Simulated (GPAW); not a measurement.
Property calculation of B₂NH₃F

System: B₂NH₃F, multiplicity 2.
Method: SVWN5/real-space grid, UKS, scalar-relativistic datasets (GPAW 26.7.0).

The geometry comes from this level: GFN2-xTB. Figures and captions count atoms from 1; the log counts them from 0 in places.

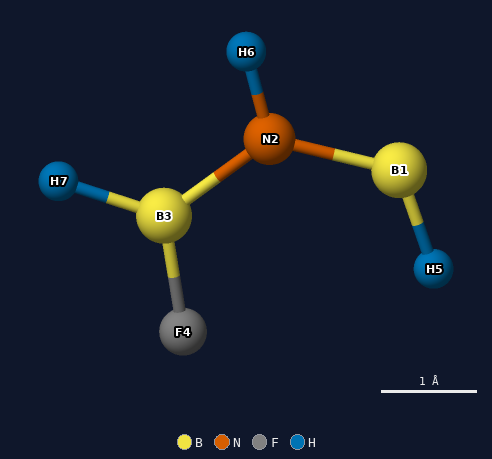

Figure 1. The structure (ball-and-stick view, seen at a tilt; atoms are numbered from 1 in the order of the input). Bond lengths as drawn: B–F 1.32 Å, B–H 1.17 Å, B–N 1.41 to 1.42 Å and H–N 1.01 Å.

## Input file (molecule.py)
```python
from ase.io import read
from gpaw import GPAW, setup_paths
from gpaw.atom.configurations import parameters
from gpaw.atom.generator import Generator

# Atomic positions
system = read("molecule.sdf")
system.set_cell([13.0, 13.0, 13.0])
system.center()
system.set_initial_magnetic_moments([0.25, 0.25, 0.25, 0.25, 0.0, 0.0, 0.0])

# Generate the setups first
for symbol in ["B", "F", "H", "N"]:
    Generator(symbol, xcname="LDA_X+LDA_C_VWN", scalarrel=True, nofiles=True, txt=None).run(**parameters[symbol])
setup_paths.insert(0, ".")

# Ground state
calc = GPAW(mode="fd",
            h=0.16,
            xc="LDA_X+LDA_C_VWN",
            occupations={"name": "fermi-dirac", "width": 0.05, "fixmagmom": True},
            maxiter=120,
            symmetry="off",
            legacy_gpaw=True,
            txt="-")
system.calc = calc

energy = system.get_potential_energy()
print(f"Energy = {energy:.5f} eV")
forces = system.get_forces()
print("Forces (eV/Ang)")
for symbol, f in zip(system.symbols, forces):
    print(f'{symbol:2} {f[0]:9.4f} {f[1]:9.4f} {f[2]:9.4f}')
print("Moments:", system.get_magnetic_moments().round(3))

# Non-self-consistent energies
nsc = {}
for xc in ["PBE", "GGA_X_SOGGA11+GGA_C_SOGGA11", "HCTH407", "LDA", "GGA_XC_XLYP", "MGGA_X_R2SCAN+MGGA_C_R2SCAN", "revPBE", "PW91", "MGGA_X_SCAN+MGGA_C_SCAN", "BLYP", "revTPSS", "GGA_X_N12+GGA_C_N12"]:
    nsc[xc] = energy + calc.get_xc_difference(xc)
    print(f'{xc:32} {nsc[xc]:12.4f} eV')
```

## File molecule.sdf
```

     RDKit          3D

  7  6  0  0  0  0  0  0  0  0999 V2000
   -1.1378    1.0940   -0.1969 B   0  0  0  0  0  2  0  0  0  0  0  0
   -0.0086    0.5118    0.4079 N   0  0  0  0  0  0  0  0  0  0  0  0
    0.6421   -0.6930    0.0500 B   0  0  0  0  0  0  0  0  0  0  0  0
    0.1846   -1.4046   -0.9660 F   0  0  0  0  0  0  0  0  0  0  0  0
   -1.6711    0.6047   -1.1102 H   0  0  0  0  0  0  0  0  0  0  0  0
    0.4065    0.9905    1.1973 H   0  0  0  0  0  0  0  0  0  0  0  0
    1.5842   -1.1034    0.6180 H   0  0  0  0  0  0  0  0  0  0  0  0
  2  1  1  0
  3  2  1  0
  4  3  1  0
  5  1  1  0
  6  2  1  0
  7  3  1  0
M  RAD  1   1   2
M  END
$$$$
```

Run on 1 thread of Arm Neoverse V1, 24 GiB of memory available, shared host.

Run as:
```bash
OMP_NUM_THREADS=1 python molecule.py
```

## What the program printed
```
___ ___ ___ _ _ _
 |   |   |_  | | | |
 | | | | | . | | | |
 |__ |  _|___|_____|  26.7.0
 |___|_|

units:  Angstrom and eV
cores:  1
OpenMP: False

Versions:
  Python: 3.12.14
  ASE:    3.29.0
  Numpy:  2.5.5
  Scipy:  1.18.1
  Libxc:  7.0.0

        _gpaw.cpython-312-aarch64-linux-gnu.so

Input parameters:
  h: 0.16
  maxiter: 120
  mode: fd
  occupations: {fixmagmom: True,
                name: fermi-dirac,
                width: 0.05}
  symmetry: off
  xc: LDA_X+LDA_C_VWN

System changes: positions, numbers, cell, pbc, initial_charges, initial_magmoms

Initialize ...

species:
  B:
    name:    Boron
    Z:       5.0
    valence: 3
    core:    2
    charge:  0.0  # [|e|]
    file:    B.LDA_X+LDA_C_VWN
    compensation charges:
      type: gauss
      rc: 0.20  # [Å]
      lmax: 2
    cutoffs:
      filter: 1.14  # [Å]
      core: 1.42  # [Å]
    projectors
    | kind |    occ | energy [eV] | rcut [Å] |
    |------|--------|-------------|----------|
    |   2s |  2.000 |      -9.384 |    0.635 |
    |   2p |  1.000 |      -3.714 |    0.635 |
    |    s |        |      17.828 |    0.635 |
    |    p |        |      23.498 |    0.635 |
    |    d |        |       0.000 |    0.635 |

    Using partial waves for B as LCAO basis

  N:
    name:    Nitrogen
    Z:       7.0
    valence: 5
    core:    2
    charge:  0.0  # [|e|]
    file:    N.LDA_X+LDA_C_VWN
    compensation charges:
      type: gauss
      rc: 0.18  # [Å]
      lmax: 2
    cutoffs:
      filter: 1.11  # [Å]
      core: 0.96  # [Å]
    projectors
    | kind |    occ | energy [eV] | rcut [Å] |
    |------|--------|-------------|----------|
    |   2s |  2.000 |     -18.423 |    0.603 |
    |   2p |  3.000 |      -7.240 |    0.529 |
    |    s |        |       8.789 |    0.603 |
    |    p |        |      19.972 |    0.529 |
    |    d |        |       0.000 |    0.577 |

    Using partial waves for N as LCAO basis

  F:
    name:    Fluorine
    Z:       9.0
    valence: 7
    core:    2
    charge:  0.0  # [|e|]
    file:    F.LDA_X+LDA_C_VWN
    compensation charges:
      type: gauss
      rc: 0.20  # [Å]
      lmax: 2
    cutoffs:
      filter: 1.14  # [Å]
      core: 0.74  # [Å]
    projectors
    | kind |    occ | energy [eV] | rcut [Å] |
    |------|--------|-------------|----------|
    |   2s |  2.000 |     -29.651 |    0.635 |
    |   2p |  5.000 |     -11.297 |    0.635 |
    |    s |        |      -2.440 |    0.635 |
    |    p |        |      15.914 |    0.635 |
    |    d |        |       0.000 |    0.635 |

    Using partial waves for F as LCAO basis

  H:
    name:    Hydrogen
    Z:       1.0
    valence: 1
    core:    0
    charge:  0.0  # [|e|]
    file:    H.LDA_X+LDA_C_VWN
    compensation charges:
      type: gauss
      rc: 0.15  # [Å]
      lmax: 2
    cutoffs:
      filter: 0.85  # [Å]
      core: 0.53  # [Å]
    projectors
    | kind |    occ | energy [eV] | rcut [Å] |
    |------|--------|-------------|----------|
    |   1s |  1.000 |      -6.354 |    0.476 |
    |    s |        |      20.858 |    0.476 |
    |    p |        |       0.000 |    0.476 |

    Using partial waves for H as LCAO basis

Reference energy: -5531.634116  # eV

Spin-polarized calculation.
Initial magnetic moment: 1.000000

Convergence criteria:
 Maximum [total energy] change in last 3 cyles: 0.0005 eV / valence electron
 Maximum integral of absolute [dens]ity change: 0.0001 electrons / valence electron
 Maximum integral of absolute [eigenst]ate change: 4e-08 eV^2 / valence electron
 Maximum number of scf [iter]ations: 120
 (Square brackets indicate name in SCF output, whereas a 'c' in
 the SCF output indicates the quantity has converged.)

Symmetries present (total): 1

  ( 1  0  0)
  ( 0  1  0)
  ( 0  0  1)

1 k-point (Gamma)
1 k-point in the irreducible part of the Brillouin zone
       k-points in crystal coordinates                weights
   0:     0.00000000    0.00000000    0.00000000          1/1

Wave functions: Uniform real-space grid
  Kinetic energy operator: 6*3+1=19 point O(h^6) finite-difference Laplacian
  ScaLapack parameters: grid=1x1, blocksize=None
  Wavefunction extrapolation:
    Improved wavefunction reuse through dual PAW basis

Occupation numbers: Fixed magnetic moment: 1.000
Fermi-Dirac:
  width: 0.0500  # eV

Eigensolver
   Davidson(niter=2)

Densities:
  Coarse grid: 80*80*80 grid
  Fine grid: 160*160*160 grid
  Total Charge: 0.000000

Density mixing:
  Method: fullspin
  Backend: msr1
  Linear mixing parameter: 0.05
  old densities: 10
  Width of damping distribution: 1.1
  Damping of long wavelength oscillations: 1  # (no daming)

Hamiltonian:
  XC and Coulomb potentials evaluated on a 160*160*160 grid
  Using the LDA_X+LDA_C_VWN Exchange-Correlation functional
  Interpolation: tri-quintic (5. degree polynomial)
  Poisson solver: FastPoissonSolver using
    Stencil: 6*3+1=19 point O(h^6) finite-difference Laplacian
    FFT axes: []
    FST axes: [np.int64(0), np.int64(1), np.int64(2)]

Memory estimate:
  Process memory now: 536.43 MiB
  Calculator: 537.46 MiB
    Density: 214.87 MiB
      Arrays: 133.96 MiB
      Localized functions: 5.68 MiB
      Mixer: 75.23 MiB
    Hamiltonian: 99.98 MiB
      Arrays: 99.53 MiB
      XC: 0.00 MiB
      Poisson: 0.00 MiB
      vbar: 0.45 MiB
    Wavefunctions: 222.61 MiB
      Arrays psit_nG: 135.42 MiB
      Eigensolver: 86.54 MiB
      Projections: 0.02 MiB
      Projectors: 0.63 MiB

Total number of cores used: 1

Number of atoms: 7
Number of atomic orbitals: 19
Number of bands in calculation: 18
Number of valence electrons: 21
Bands to converge: occupied

... initialized

Initializing position-dependent things.

Density initialized from atomic densities
Creating initial wave functions:
  18 bands from LCAO basis set

         .-------------------------------.
        /|                               |
       / |                               |
      /  |                               |
     /   |                               |
    /    |                               |
   /     |                               |
  /      |                               |
 *       |                               |
 |       |                               |
 |       |             H                 |
 |       |           N                   |
 |       |         B  B H                |
 |       |       H                       |
 |       |           F                   |
 |       |                               |
 |       .-------------------------------.
 |      /                               /
 |     /                               /
 |    /                               /
 |   /                               /
 |  /                               /
 | /                               /
 |/                               /
 *-------------------------------*

Atomic positions and initial magnetic moments

Positions:
   0 B      5.405650    7.749300    6.259550    ( 0.0000,  0.0000,  0.2500)
   1 N      6.534850    7.167100    6.864350    ( 0.0000,  0.0000,  0.2500)
   2 B      7.185550    5.962300    6.506450    ( 0.0000,  0.0000,  0.2500)
   3 F      6.728050    5.250700    5.490450    ( 0.0000,  0.0000,  0.2500)
   4 H      4.872350    7.260000    5.346250    ( 0.0000,  0.0000,  0.0000)
   5 H      6.949950    7.645800    7.653750    ( 0.0000,  0.0000,  0.0000)
   6 H      8.127650    5.551900    7.074450    ( 0.0000,  0.0000,  0.0000)

Unit cell:
           periodic     x           y           z      points  spacing
  1. axis:    no    13.000000    0.000000    0.000000    80     0.1625
  2. axis:    no     0.000000   13.000000    0.000000    80     0.1625
  3. axis:    no     0.000000    0.000000   13.000000    80     0.1625

  Lengths:  13.000000  13.000000  13.000000
  Angles:   90.000000  90.000000  90.000000

Effective grid spacing dv^(1/3) = 0.1625

iter:   1 00:00:06   -42.509266                   +0.9933
iter:   2 00:00:11   -41.999910   +0.30  -0.66    +0.9937
iter:   3 00:00:15   -39.116279   +0.71  -0.68    +0.9975
iter:   4 00:00:19   -39.088020   -0.07  -1.26    +0.9984
iter:   5 00:00:24   -39.113844   -0.37  -1.49    +0.9998
iter:   6 00:00:29   -39.113973   -1.17  -2.10    +0.9999
iter:   7 00:00:36   -39.114440c  -1.56  -2.33    +1.0000
iter:   8 00:00:43   -39.113842c  -2.11  -2.58    +1.0000
iter:   9 00:00:54   -39.113988c  -2.42  -3.02    +1.0000
iter:  10 00:01:03   -39.114001c  -2.95  -3.25    +1.0000
iter:  11 00:01:14   -39.114029c  -3.29  -3.55    +1.0000
iter:  12 00:01:22   -39.114033c  -3.61  -3.63    +1.0000
iter:  13 00:01:32   -39.114038c  -3.94  -3.92    +1.0000
iter:  14 00:01:44   -39.114040c  -4.35  -4.10c   +1.0000
iter:  15 00:01:59   -39.114041c  -4.68  -4.24c   +1.0000
iter:  16 00:02:09   -39.114041c  -4.88  -4.29c   +1.0000
iter:  17 00:02:21   -39.114042c  -5.22  -4.56c   +1.0000
iter:  18 00:02:29   -39.114042c  -5.67  -4.74c   +1.0000
iter:  19 00:02:38   -39.114042c  -5.95  -5.12c   +1.0000
iter:  20 00:02:47   -39.114042c  -6.22  -5.43c   +1.0000
iter:  21 00:02:55   -39.114042c  -6.56  -5.35c   +1.0000
iter:  22 00:03:04   -39.114042c  -6.88  -5.88c   +1.0000
iter:  23 00:03:10   -39.114042c  -7.07  -5.96c   +1.0000
iter:  24 00:03:21   -39.114042c  -7.39  -5.97c   +1.0000
iter:  25 00:03:25   -39.114042c  -7.72c -6.53c   +1.0000

Converged after 25 iterations.

Dipole moment: (0.243353, 0.070241, 0.289558) |e|*Ang

Total magnetic moment: (0.000000, 0.000000, 1.000000)
Local magnetic moments:
   0 B  ( 0.000000,  0.000000,  0.173481)
   1 N  ( 0.000000,  0.000000,  0.000754)
   2 B  ( 0.000000,  0.000000,  0.008447)
   3 F  ( 0.000000,  0.000000, -0.002040)
   4 H  ( 0.000000,  0.000000,  0.017713)
   5 H  ( 0.000000,  0.000000,  0.009049)
   6 H  ( 0.000000,  0.000000,  0.000833)

Energy contributions relative to reference atoms: (reference = -5531.634116)

Kinetic:        +42.748877
Potential:      -44.505855
External:        +0.000000
XC:             -37.791694
Entropy (-ST):   -0.000000
Local:           +0.434630
SIC:             +0.000000
--------------------------
Free energy:    -39.114042
Extrapolated:   -39.114042

Spin contamination: 0.021844 electrons
                   Up                     Down
 Band  Eigenvalues  Occupancy  Eigenvalues  Occupancy
    0    -30.33210    1.00000    -30.33416    1.00000
    1    -22.37889    1.00000    -22.29613    1.00000
    2    -14.18559    1.00000    -14.12956    1.00000
    3    -13.94964    1.00000    -13.74193    1.00000
    4    -12.67461    1.00000    -12.57361    1.00000
    5    -11.41521    1.00000    -11.41483    1.00000
    6    -11.17751    1.00000    -11.12895    1.00000
    7    -10.00269    1.00000     -9.63509    1.00000
    8     -8.75519    1.00000     -8.67651    1.00000
    9     -8.68475    1.00000     -8.61754    1.00000
   10     -4.64828    1.00000     -2.80683    0.00000
   11     -2.77781    0.00000     -2.31628    0.00000
   12     -0.68658    0.00000     -0.54070    0.00000
   13     -0.55817    0.00000     -0.48614    0.00000
   14      0.20299    0.00000      0.23242    0.00000
   15      0.66396    0.00000      0.73252    0.00000
   16      0.95772    0.00000      1.04091    0.00000
   17      1.34070    0.00000      1.38529    0.00000

Fermi levels: -3.71284, -6.98676

Energy = -39.11404 eV

Forces in eV/Ang:
  0 B     0.84700   -0.03953    0.76774
  1 N    -0.52843    0.31189   -0.26779
  2 B    -0.47981   -0.16075   -0.59549
  3 F    -0.05439    0.14213    0.11184
  4 H    -0.49993   -0.29105   -0.70951
  5 H     0.17803    0.25093    0.37016
  6 H     0.57149   -0.16047    0.41840

Forces (eV/Ang)
B     0.8470   -0.0395    0.7677
N    -0.5284    0.3119   -0.2678
B    -0.4798   -0.1607   -0.5955
F    -0.0544    0.1421    0.1118
H    -0.4999   -0.2911   -0.7095
H     0.1780    0.2509    0.3702
H     0.5715   -0.1605    0.4184
Moments: [ 0.173  0.001  0.008 -0.002  0.018  0.009  0.001]
PBE                                  -77.2517 eV
GGA_X_SOGGA11+GGA_C_SOGGA11          -83.9977 eV
HCTH407                              -82.7600 eV
LDA                                  -38.8937 eV
GGA_XC_XLYP                          -87.0809 eV
MGGA_X_R2SCAN+MGGA_C_R2SCAN          -80.9779 eV
revPBE                               -82.0566 eV
PW91                                 -79.9046 eV
MGGA_X_SCAN+MGGA_C_SCAN              -81.8119 eV
BLYP                                 -82.7952 eV
revTPSS                              -82.7188 eV
GGA_X_N12+GGA_C_N12                  -83.5955 eV
```

## Summary

| quantity | value |
| --- | --- |
| outcome | converged |
| energy relative to the program's reference atoms | −39.1140 eV |
| largest force | 1.144 eV/Å |
| dipole moment | 1.85 D |
| wall time | 4.3 min |
| peak memory | 1.6 GiB |

## Remarks

Further notes kept with the run: datasets made with stock radii, not tested.
